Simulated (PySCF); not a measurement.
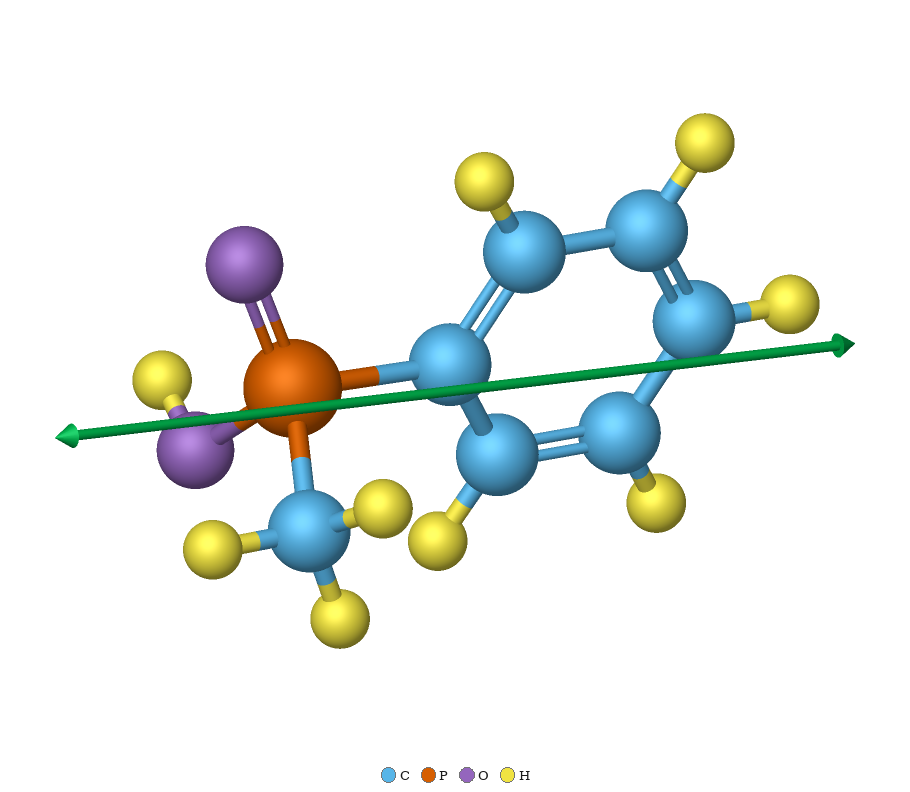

The double arrow shows the direction of the transition dipole to excited singlet state 5 (its length means nothing). The geometry was computed by an optimisation with PBE0-D3(BJ)/def2-SVP. No frequency run is at hand to confirm it as a minimum. Properties computed with TDDFT CAM-B3LYP/def2-SVPD, vertical, gas phase, core orbitals frozen in the response (PySCF 2.14.0).

Where does the transition lie, and how strong is it?

6.92 eV (179 nm), oscillator strength 0.56, of mixed character, with the largest part HOMO → LUMO+1 (weight 0.46); transition dipole 4.62 D.
